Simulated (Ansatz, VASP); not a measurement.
# Ni (Nickel): VASP beside Ansatz

One calculation is typed for both programs; each brings its own data sets and cutoff. How far apart do they land?

Calculated with Ansatz 0.2.0; plane waves, with VASP 6.6.1 beside it; relaxation of cell and atoms at PBE.

## 1. The starting structure

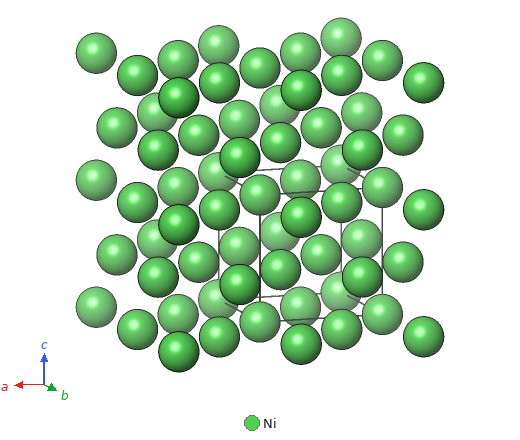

The cell as given, from a free direction (nickel green). 2×2×2 cells are drawn. This picture shows the conventional cell, with its axes. Some periodic images of atoms are drawn too.

Structure file:

```xyz
1
Lattice="0.0000 1.7619 1.7619 1.7619 0.0000 1.7619 1.7619 1.7619 0.0000" Properties=species:S:1:pos:R:3 pbc="T T T"
Ni    0.0000    0.0000    0.0000
```

## 2. VASP: relaxation of cell and atoms, PBE

The relaxed volume is the usual yardstick between codes: its relative difference is about their pressure difference at one cell divided by the bulk modulus.

Lines of VASP's logs that name or quote its potential files are left out, and so is its time.

Contents of INCAR:

```
SYSTEM = Ni
PREC = Accurate
ENCUT = 520
EDIFF = 1E-06
NELM = 100
ISMEAR = -1
SIGMA = 0.05
LREAL = .FALSE.
ALGO = Normal
GGA = PE
NBANDS = 11
ISPIN = 2
MAGMOM = 1
LMAXMIX = 4
LORBIT = 11
LWAVE = .FALSE.
LCHARG = .FALSE.
KPAR = 2
IBRION = 2
NSW = 60
ISIF = 3
EDIFFG = -0.01
```

Contents of POSCAR:

```
Ni
1.0
    0.0000000000      1.7619350000      1.7619350000
    1.7619350000      0.0000000000      1.7619350000
    1.7619350000      1.7619350000      0.0000000000
Ni
1
Direct
    0.0000000000      0.0000000000      0.0000000000
```

Contents of KPOINTS:

```
Automatic mesh
0
Gamma
13 13 13
0 0 0
```

Potentials, in the order of the species: Ni (PBE family, release 64).

Command:

```
$ mpirun -np 2 vasp_std
```

Numbers of over 12 decimals in the logs are rounded to 6 here.

The log of the run:

```text
[banner, memory and clock lines left out]
running    2 mpi-ranks, on    1 nodes
 distrk:  each k-point on    1 cores,    2 groups
 distr:  one band on    1 cores,    1 groups

 POSCAR found type information on POSCAR Ni
 POSCAR found :  1 types and       1 ions
 LDA part: xc-table for (Slater+PW92), standard interpolation
 POSCAR, INCAR and KPOINTS ok, starting setup
 FFT: planning ... GRIDC
 FFT: planning ... GRID_SOFT
 FFT: planning ... GRID
 WAVECAR not read
 entering main loop
       N       E                     dE             d eps       ncg     rms          rms(c)
DAV:   1     0.289582755090E+02    0.28958E+02   -0.45995E+03  3779   0.116E+03
DAV:   2    -0.559343315134E+01   -0.34552E+02   -0.32793E+02  3771   0.173E+02
DAV:   3    -0.649062425894E+01   -0.89719E+00   -0.89379E+00  4196   0.324E+01
DAV:   4    -0.649790126749E+01   -0.72770E-02   -0.72752E-02  4106   0.258E+00
DAV:   5    -0.649805833086E+01   -0.15706E-03   -0.15706E-03  4297   0.362E-01    0.987E+00
DAV:   6    -0.583357532499E+01    0.66448E+00   -0.15158E+01  4403   0.551E+01    0.607E+00
DAV:   7    -0.549545527610E+01    0.33812E+00   -0.26765E+00  4392   0.215E+01    0.188E+00
DAV:   8    -0.548024285716E+01    0.15212E-01   -0.18256E-02  5059   0.135E+00    0.952E-01
DAV:   9    -0.547768651663E+01    0.25563E-02   -0.19093E-03  5518   0.368E-01    0.248E-01
DAV:  10    -0.547714627895E+01    0.54024E-03   -0.47295E-04  5371   0.154E-01    0.310E-02
DAV:  11    -0.547713440705E+01    0.11872E-04   -0.27289E-05  4902   0.391E-02    0.344E-02
DAV:  12    -0.547713498565E+01   -0.57860E-06   -0.13316E-06  2547   0.105E-02
   1 F= -.54771350E+01 E0= -.54701755E+01  d E =-.547713E+01  mag=     0.6253
 curvature:   0.00 expect dE= 0.000E+00 dE for cont linesearch  0.000E+00
 trial: gam= 0.00000 g(F)=  0.000E+00 g(S)=  0.640E-03 ort = 0.000E+00 (trialstep = 0.100E+01)
 search vector abs. value=  0.640E-03
 bond charge predicted
       N       E                     dE             d eps       ncg     rms          rms(c)
DAV:   1    -0.549438733503E+01   -0.17253E-01   -0.24191E-01  4362   0.730E+00    0.111E+00
DAV:   2    -0.548336135553E+01    0.11026E-01   -0.25023E-01  4437   0.655E+00    0.632E-01
DAV:   3    -0.547754618453E+01    0.58152E-02   -0.39778E-02  4392   0.273E+00    0.172E-01
DAV:   4    -0.547722967764E+01    0.31651E-03   -0.20821E-04  4120   0.111E-01    0.985E-02
DAV:   5    -0.547717256781E+01    0.57110E-04   -0.10488E-04  4992   0.664E-02    0.192E-02
DAV:   6    -0.547717382419E+01   -0.12564E-05   -0.27948E-06  3313   0.125E-02    0.104E-02
DAV:   7    -0.547717302024E+01    0.80395E-06   -0.83223E-07  2071   0.132E-02
   2 F= -.54771730E+01 E0= -.54703038E+01  d E =-.380346E-04  mag=     0.6248
 trial-energy change:   -0.000038  1 .order   -0.000029   -0.000640    0.000581
 step:   0.5346(harm=  0.5242)  dis= 0.00000  next Energy=    -5.477307 (dE=-0.172E-03)
 bond charge predicted
       N       E                     dE             d eps       ncg     rms          rms(c)
DAV:   1    -0.548104528454E+01   -0.38715E-02   -0.52413E-02  4353   0.343E+00    0.517E-01
DAV:   2    -0.547864055111E+01    0.24047E-02   -0.54019E-02  4452   0.302E+00    0.293E-01
DAV:   3    -0.547739019973E+01    0.12504E-02   -0.85980E-03  4383   0.128E+00    0.826E-02
DAV:   4    -0.547731927116E+01    0.70929E-04   -0.49237E-05  4126   0.512E-02    0.460E-02
DAV:   5    -0.547730804015E+01    0.11231E-04   -0.24495E-05  4970   0.321E-02    0.863E-03
DAV:   6    -0.547730889801E+01   -0.85786E-06   -0.14732E-07  1968   0.392E-03
   3 F= -.54773089E+01 E0= -.54703978E+01  d E =-.173912E-03  mag=     0.6249
 curvature:  -0.26 expect dE=-0.200E-07 dE for cont linesearch -0.200E-07
 trial: gam= 0.00000 g(F)=  0.908E-68 g(S)=  0.764E-07 ort =-0.699E-05 (trialstep = 0.907E+00)
 search vector abs. value=  0.765E-07
 reached required accuracy - stopping structural energy minimisation
```

From OUTCAR (step 2):

```text
ion  position               nearest neighbor table
   1  0.000  0.000  0.000-

  LATTYP: Found a face centered cubic cell.
 ALAT       =     3.5238700000

 Subroutine GETGRP returns: Found 48 space group operations
 (whereof 48 operations were pure point group operations)

The static configuration has the point symmetry O_h .

 Found     84 irreducible k-points:

   k-points           NKPTS =     84   k-points in BZ     NKDIM =     84   number of bands    NBANDS=     11

   dimension x,y,z NGX =    20 NGY =   20 NGZ =   20
   dimension x,y,z NGXF=    40 NGYF=   40 NGZF=   40

   ENCUT  =  520.0 eV  38.22 Ry    6.18 a.u.   4.63  4.63  4.63*2*pi/ulx,y,z

   NELECT =      10.0000    total number of electrons

 k-points in reciprocal lattice and weights: Automatic mesh
   0.00000000  0.00000000  0.00000000       0.000
   0.07692308  0.00000000  0.00000000       0.004
   0.15384615  0.00000000  0.00000000       0.004
   0.23076923  0.00000000  0.00000000       0.004
   0.30769231  0.00000000  0.00000000       0.004
   0.38461538  0.00000000  0.00000000       0.004
   0.46153846  0.00000000  0.00000000       0.004
   0.07692308  0.07692308  0.00000000       0.003
   0.15384615  0.07692308  0.00000000       0.011
[...]
-0.30769231  0.46153846  0.15384615       0.011
  -0.30769231  0.46153846  0.23076923       0.011

 average (electrostatic) potential at core
       1 -82.0090

 E-fermi :   9.3725

 spin component 1
 k-point     1 :       0.0000    0.0000    0.0000
  band No.  band energies     occupation
    ...
      2       6.9503      1.00000
      3       6.9503      1.00000
      4       6.9503      1.00000
      5       8.1059      1.00000
      6       8.1059      1.00000
      7      33.0873      0.00000
      8      36.9483      0.00000
      9      36.9483      0.00000
     10      36.9483      0.00000
     11      39.8892      0.00000

 k-point     2 :       0.0769    0.0000    0.0000
  band No.  band energies     occupation
    ...
      2       6.8917      1.00000
      3       7.0008      1.00000
      4       7.0008      1.00000
      5       8.0851      1.00000
      6       8.0851      1.00000
      7      32.1938      0.00000
      8      34.7687      0.00000
      9      36.4384      0.00000
     10      36.4384      0.00000
     11      40.6542      0.00000

 k-point     3 :       0.1538    0.0000    0.0000
  band No.  band energies     occupation
    ...
      2       6.7497      1.00000
      3       7.1136      1.00000
      4       7.1136      1.00000
      5       8.0597      1.00000
      6       8.0597      1.00000
      7      28.7091      0.00000
      8      33.9194      0.00000
      9      35.6124      0.00000
     10      35.6124      0.00000
     11      41.0318      0.00000

 k-point     4 :       0.2308    0.0000    0.0000
  band No.  band energies     occupation
    ...
      2       6.6323      1.00000
      3       7.1767      1.00000
      4       7.1767      1.00000
      5       8.1334      1.00000
      6       8.1334      1.00000
      7      24.7546      0.00000
      8      33.3556      0.00000
      9      34.9272      0.00000
     10      34.9272      0.00000
     11      40.8258      0.00000

 k-point     5 :       0.3077    0.0000    0.0000
  band No.  band energies     occupation
    ...
      2       6.7791      1.00000
      3       7.1251      1.00000
      4       7.1251      1.00000
      5       8.3490      1.00000
      6       8.3490      1.00000
      7      21.0273      0.00000
      8      32.6373      0.00000
      9      34.4499      0.00000
     10      34.4499      0.00000
     11      39.1073      0.00000

 k-point     6 :       0.3846    0.0000    0.0000
  band No.  band energies     occupation
    ...
      2       7.0307      1.00000
      3       7.0307      1.00000
      4       7.5998      1.00000
      5       8.5952      1.00000
      6       8.5952      1.00000
      7      17.7481      0.00000
      8      31.9954      0.00000
      9      34.1699      0.00000
     10      34.1699      0.00000
     11      37.7488      0.00000

  Total        0.0007267      0.0007267      0.0007267      0.0000000      0.0000000     -0.0000000
  in kB        0.1069828      0.1069828      0.1069828      0.0000000      0.0000000     -0.0000000
  external PRESSURE =       0.1069828 kB  Pullay stress =       0.0000000 kB

  energy-cutoff  :      520.00
  volume of cell :       10.88
      direct lattice vectors                 reciprocal lattice vectors
    -0.000000000  1.758913974  1.758913974    -0.284266318  0.284266318  0.284266318
     1.758913974  0.000000000  1.758913974     0.284266318 -0.284266318  0.284266318
     1.758913974  1.758913974 -0.000000000     0.284266318  0.284266318 -0.284266318

 POSITION                                       TOTAL-FORCE (eV/Angst)
 -----------------------------------------------------------------------------------
      0.00000      0.00000      0.00000         0.000000      0.000000      0.000000
 -----------------------------------------------------------------------------------
    total drift:                                0.000000      0.000000      0.000000

  FREE ENERGIE OF THE ION-ELECTRON SYSTEM (eV)
  ---------------------------------------------------
  free  energy   TOTEN  =        -5.4773088980 eV

  energy  without entropy=       -5.4634867257  energy(sigma->0) =       -5.47039781

 reached required accuracy - stopping structural energy minimisation

 total charge
# of ion       s       p       d       tot
------------------------------------------
    1        0.497   0.497   8.315   9.309

 magnetization (x)
# of ion       s       p       d       tot
------------------------------------------
    1       -0.005  -0.023   0.665   0.636

[... 6 further parts left out ...]
```

CONTCAR:

```
Ni
   1.00000000000000
    -0.0000000000000000    1.7589139742526714    1.7589139742526714
     1.7589139742526714    0.0000000000000000    1.7589139742526714
     1.7589139742526714    1.7589139742526714   -0.0000000000000000
  Ni
     1
Direct
     0.0000000000000000    0.0000000000000000    0.0000000000000000
```

[end of part 1 of 2]

[Lines on the potential files, build, host, timing and source positions are cut from VASP's logs without a mark.]

[Logs are printed without paths, hosts, clocks, repeated set-up lines and the standing remarks that a program may print on its own settings, such as how far it seeks lower states.]

[Hosts, paths, dates, database ids (printed as entryN), source tags and the programs' standing remarks are cut or masked in the printed files.]
